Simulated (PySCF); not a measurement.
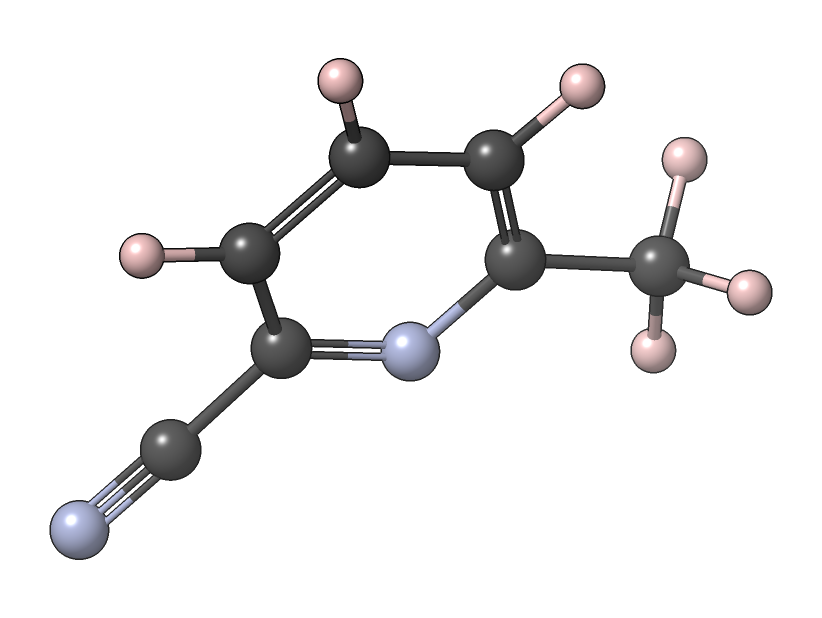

Ball-and-stick drawing of a structure. Double and triple bonds are drawn as two and three sticks. Colours: carbon dark grey, nitrogen light blue, hydrogen pink.

Describe the molecule.

Formula C₇H₆N₂. As SMILES it reads `Cc1cccc(C#N)n1`. Independent rings (smallest set): 1 of 6 members, 1 of them aromatic. Among its groups: nitrile. The point group is Cs. Coordination: 1 C tetrahedral; 5 C trigonal planar; 1 C linear; 1 N bent.

More results for the same structure follow; atom numbers are the same in all pictures, views and colours differ. Computed geometry: PBE0-D3(BJ)/def2-SVP optimisation. No frequency run is at hand to confirm it as a minimum.

## Geometry

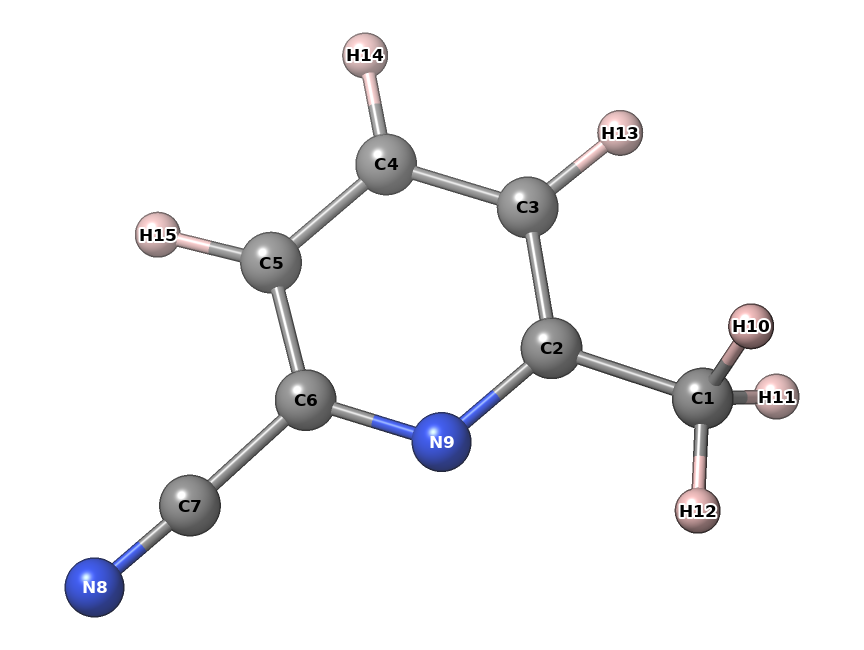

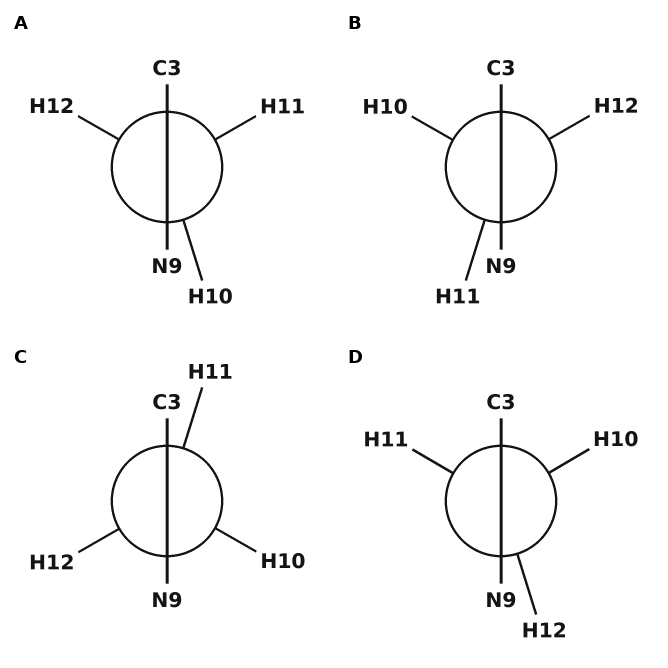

Depth is shown by fading: the farther an atom, the more it takes the colour of the background. Bonds that would overlap in a projection are set slightly apart. No frequency run is at hand to confirm it as a minimum.

Question: Which Newman projection shows the view along C2–C1, with C2 in front?

Answer: D. The torsion angle N9–C2–C1–H10 is −120°, anticlinal.

## Levels of theory compared

No frequency run is at hand to confirm it as a minimum. Program: PySCF 2.14.0.

At this fixed geometry, give dipole (D) at these levels: B3LYP/pcJ-1; B3LYP/pcSseg-1; CAM-B3LYP/def2-SVPD; PBE0/pcSseg-1.

```json
{"level": "B3LYP/pcJ-1", "dipole (D)": "5.92"}
{"level": "B3LYP/pcSseg-1", "dipole (D)": "5.90"}
{"level": "CAM-B3LYP/def2-SVPD", "dipole (D)": "6.03"}
{"level": "PBE0/pcSseg-1", "dipole (D)": "5.94"}
```

## Ring current

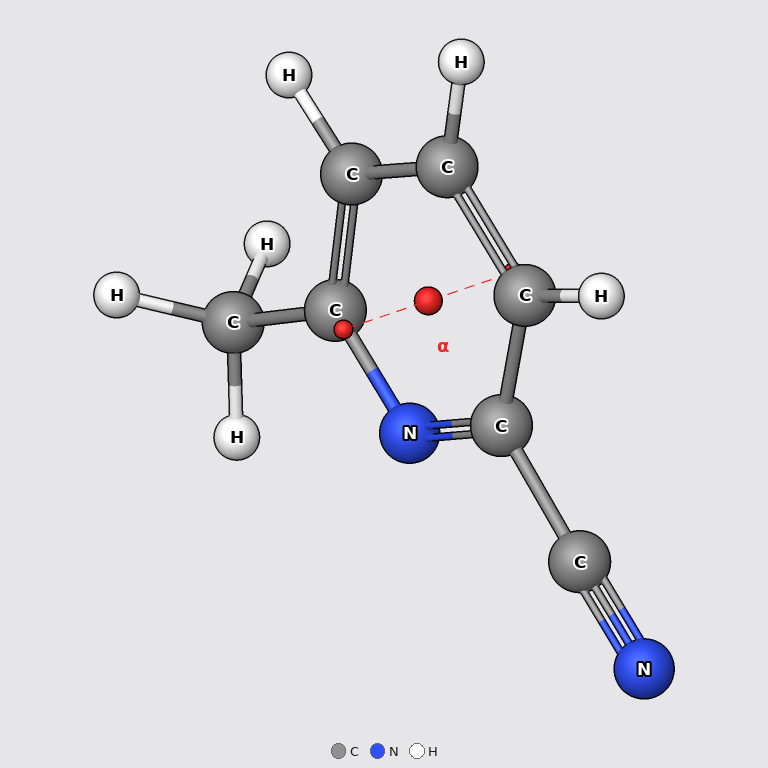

The small points mark where nucleus-independent chemical shifts (NICS) were computed: at the centre of each lettered ring and 1 Å above and below it. No frequency run is at hand to confirm it as a minimum. Method: GIAO PBE0/pcSseg-1 NMR shielding, non-relativistic, gas phase (PySCF 2.14.0).

Give NICS(0), NICS(1) and the out-of-plane component NICS(1)zz for each ring (means of the two sides).

```
ring  members  NICS(0)  NICS(1)  NICS(1)zz
   α      C5N     −7.6    −11.1      −26.7
```

Values in ppm.

Question: What do the values say about the ring currents?

Answer: Ring α: diatropic, as in an aromatic ring. NICS is one index among several.

## Excitation

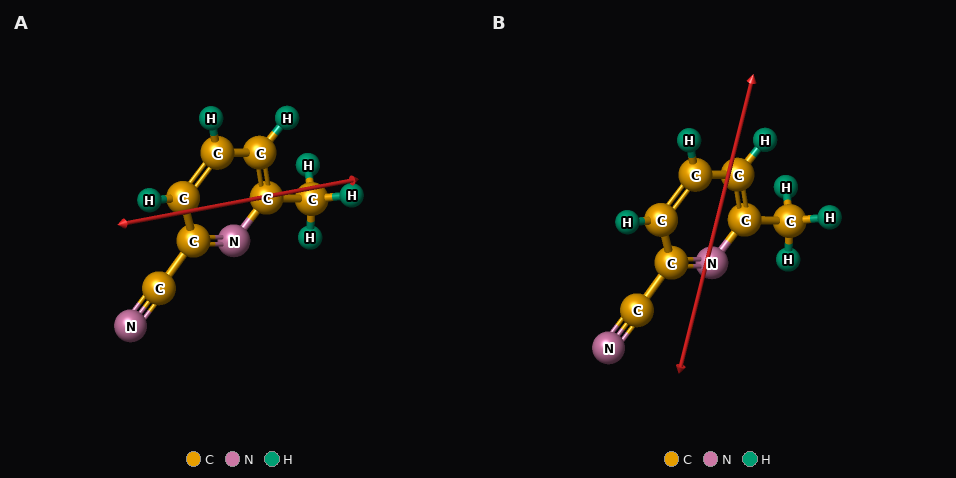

The double arrows show the directions of two transition dipoles from the ground state (lengths mean nothing). No frequency run is at hand to confirm it as a minimum. Method: TDDFT CAM-B3LYP/def2-SVPD, vertical, gas phase, core orbitals frozen in the response (PySCF 2.14.0).

Question: One belongs to singlet state 6 and one to singlet state 7. Which is which?

Answer: A: state 6, 6.85 eV (181 nm), oscillator strength 0.56, mainly HOMO−2 → LUMO (weight 0.52).
B: state 7, 7.21 eV (172 nm), oscillator strength 0.33, mainly HOMO−2 → LUMO+1 (weight 0.65).
